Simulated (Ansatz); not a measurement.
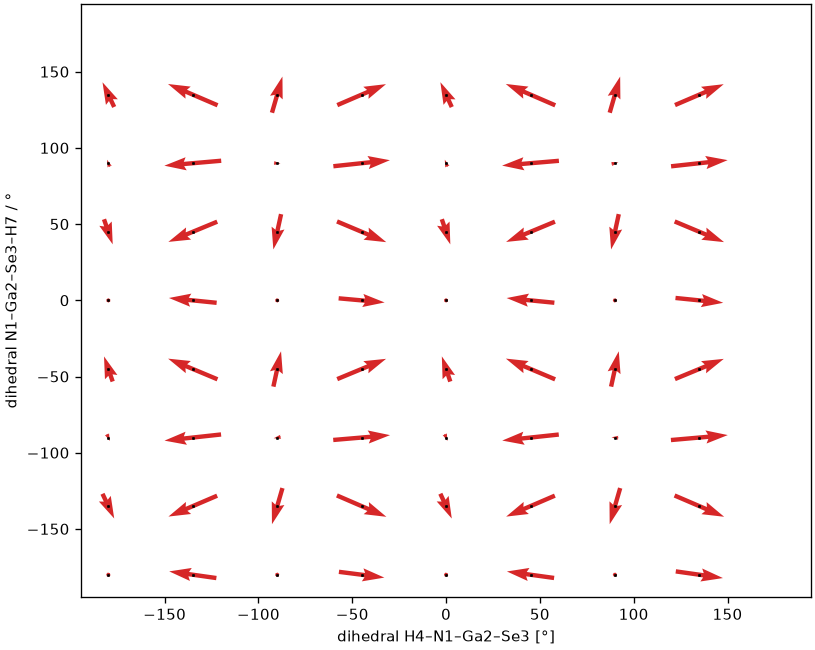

GaH₄NSe, SMILES [NH2][GaH][SeH]. First axis: dihedral H4–N1–Ga2–Se3. Second axis: dihedral N1–Ga2–Se3–H7. Nothing is relaxed (all other coordinates rigid). The scan uses an 8 × 8 grid; 62 points were computed and 2 follow by symmetry. Points are written as (first, second). The calculation used RKS B3LYP-D4/def2-TZVP in Ansatz.

Drawn: dots at the grid points, arrows along the force (downhill), their lengths compressed.

> The arrows alone are given. Where are the wells?

The arrows converge at (0°, −180°); (−180°, −180°); (0°, 0°) (0.29 kcal/mol up); (−180°, 0°) (0.29 kcal/mol up) (read from the interpolated surface).

The energy map of the same scan:

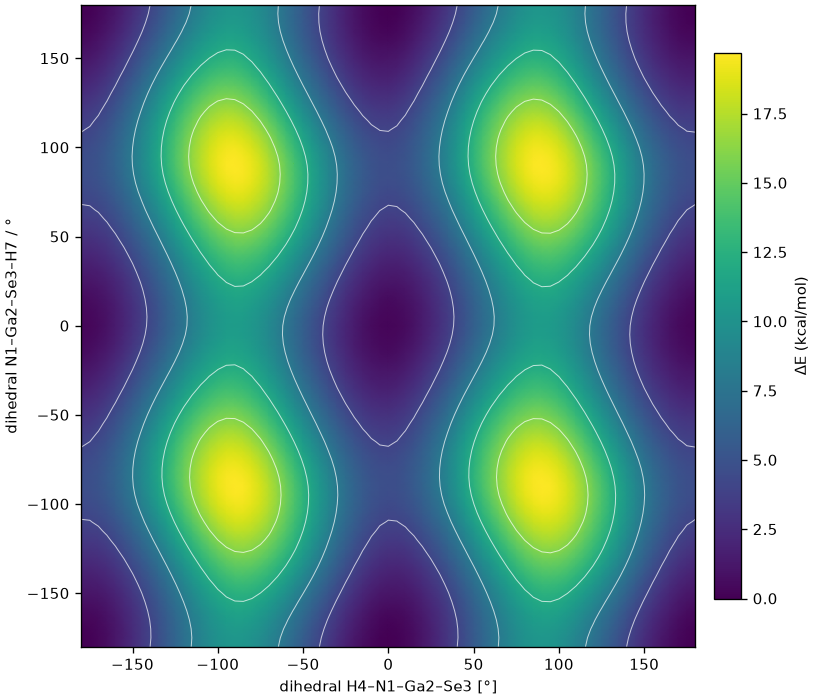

Energies are in kcal/mol, from the lowest grid point; between grid points the surface is interpolated.
